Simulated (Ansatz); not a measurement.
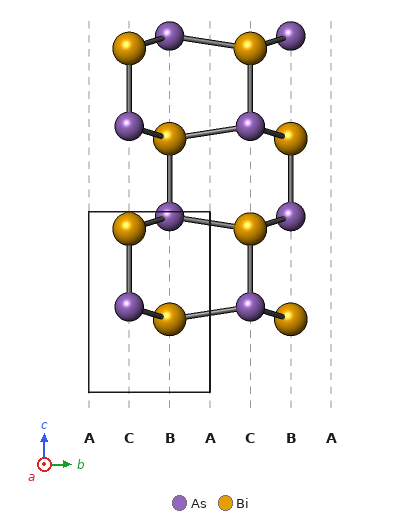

Projection along an edge of the hexagonal mesh, stacking direction c upwards. The dashed lines mark the three columns A (0, 0), B (1/3, 2/3) and C (2/3, 1/3). The sequence starts with the first layer at or above the cell's origin.

BiAs: the input geometry of an electronic-structure calculation (not necessarily at equilibrium); the starting structure was generated, so it need not be a known form of this composition.

> List the layers of one repeat.

Bi(B) – As(C) – Bi(C) – As(B) (four layers in 6.50 Å).

> How are the As layers alone stacked?

As layers alone: CB, the hexagonal close-packed type.

> Which positions between or in the As layers do the other atoms fill?

Bi: two tetrahedral sites, counted in one hexagonal cell.

> What short polytype symbol fits?

Polytype symbol 2H, the symbol of a tetrahedral polytype (number of double layers in the repeat and lattice).
